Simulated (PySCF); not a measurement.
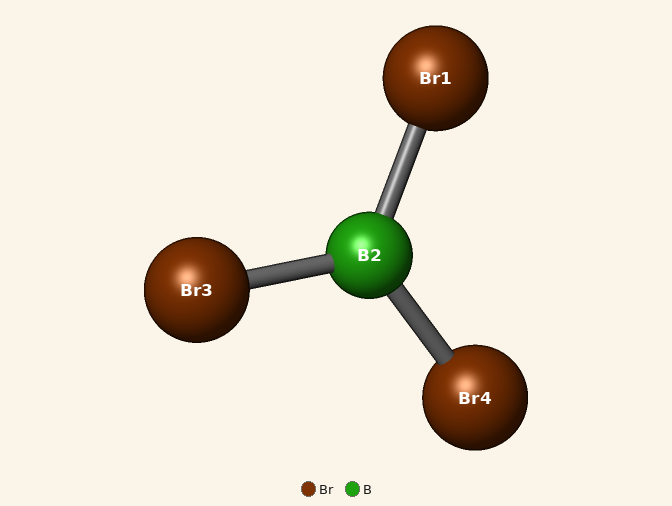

The geometry was computed by an optimisation with PBE0-D3(BJ)/def2-SVP. No frequency run is at hand to confirm it as a minimum. Method: TDDFT CAM-B3LYP/def2-SVPD, vertical, gas phase, core orbitals frozen in the response (PySCF 2.14.0), and the same with a continuum solvent (IEF-PCM, Bondi radii x 1.2, gas-phase geometry).

How do dipole (D), HOMO–LUMO gap (eV), lowest singlet (eV) change in chloroform (ε = 4.7), methanol (ε = 32.6)?

| medium | dipole (D) | HOMO–LUMO gap (eV) | lowest singlet (eV) |
| --- | --- | --- | --- |
| gas phase | 0.00 | 8.51 | 4.83 |
| chloroform | 0.00 | 8.56 | 4.87 |
| methanol | 0.00 | 8.58 | 4.89 |
